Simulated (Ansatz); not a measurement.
## Electronic structure of C2H10AlNSi2 in real space

```xyz
16

C     0.1935   -2.3502   -1.0065
C     0.4626   -1.0964   -0.6003
Al    1.0320   -0.4820    1.1917
Si    0.0890    0.3914   -1.6425
Si   -0.7500    1.7846    0.0455
N    -0.6215    0.6708    1.4971
H    -0.2294   -2.5993   -1.9965
H     0.3887   -3.2222   -0.3581
H     1.0484   -1.5396    2.4102
H     2.1120    0.7247    1.1173
H    -0.9335    0.2106   -2.7381
H     1.3022    1.0589   -2.2297
H    -2.1920    2.2093   -0.0493
H     0.0609    2.9806    0.4428
H    -0.5457    1.1886    2.3853
H    -1.4402    0.0474    1.5756
```

Theory: RKS LDA/6-31G* (Ansatz).

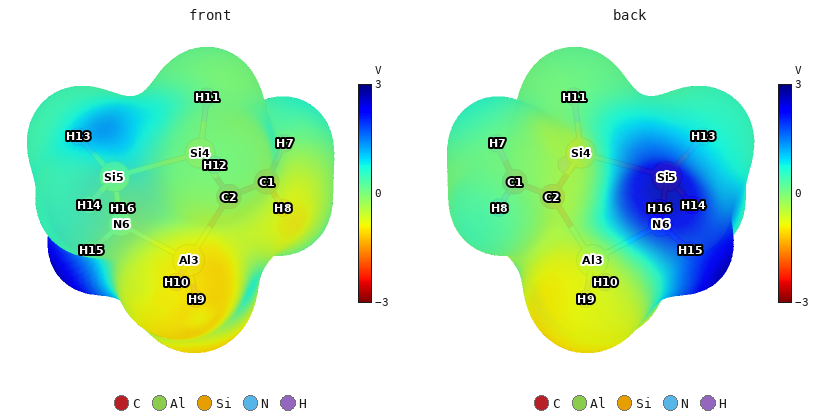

Figure 1. The electrostatic potential painted on the density surface at 0.002 e/bohr³, seen from the front and from behind; the colour scale runs from red (negative) to blue (positive).

**Which sites attract a positive test charge, and which a negative one?**

A positive charge is drawn to the negative regions and a negative charge to the positive ones. The most negative region (about −1.1 V) lies over H9 and H10, the most positive (about +2.6 V) over H15 and H16.

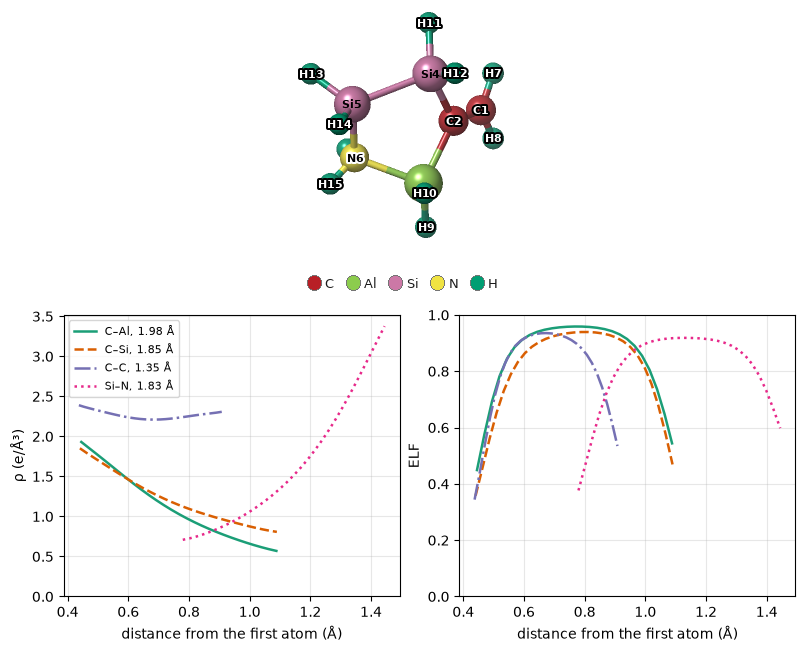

Figure 2. Electron density and electron localisation function along straight lines between neighbouring atoms. The curves leave out the atomic cores. The structure is drawn too.

**What can be read from the curves?**

C–Al (1.98 Å): ρ is about 0.67 e/Å³ halfway; the ELF peaks at about 0.95 between the atoms: a polar covalent bond.
C–Si (1.85 Å): ρ is about 0.95 e/Å³ halfway; the ELF peaks at about 0.95 between the atoms: localised, covalent bonding.
C–C (1.35 Å): ρ at the midpoint is about 2.2 e/Å³; the ELF peaks at about 0.95 between the atoms; a multiple bond.
Si–N (1.83 Å): ρ is about 0.88 e/Å³ halfway; the ELF peaks at about 0.90 between the atoms (a polar covalent bond).

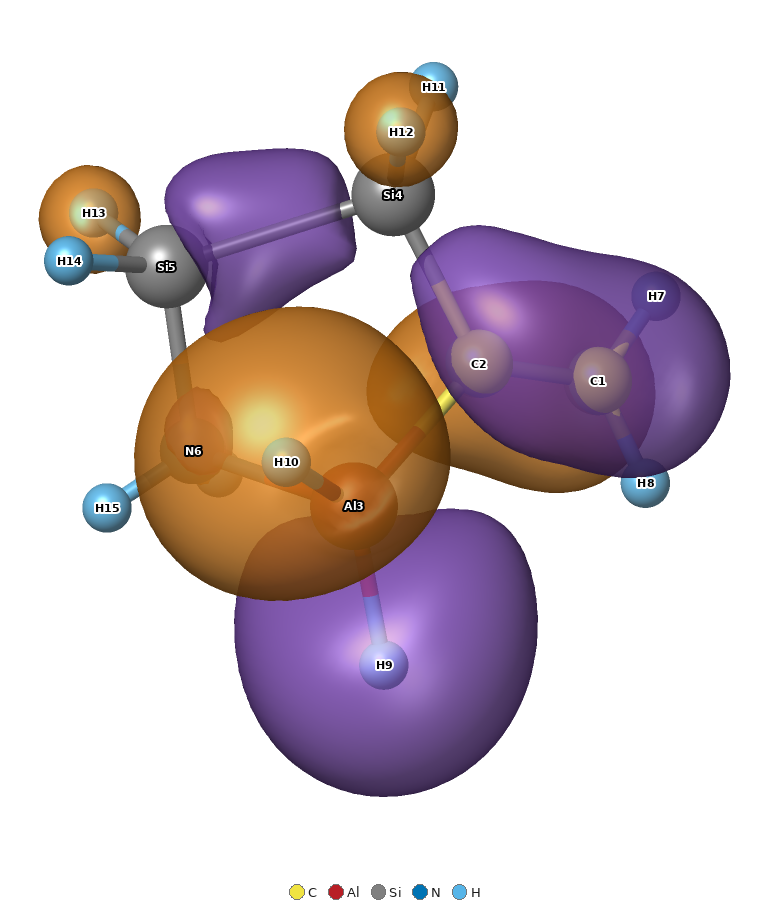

Figure 3. The HOMO−1 at ±0.06 Å⁻³ᐟ² (orange and purple are the two phases), seen across its widest extent.

**Where does this orbital lie, and at what energy?**

By Hirshfeld shares it lies mainly on H10 (about 25 %), Al3 (about 25 %), H9 (about 20 %), C1 (about 15 %) and C2 (about 10 %). Its energy is −6.12 eV.
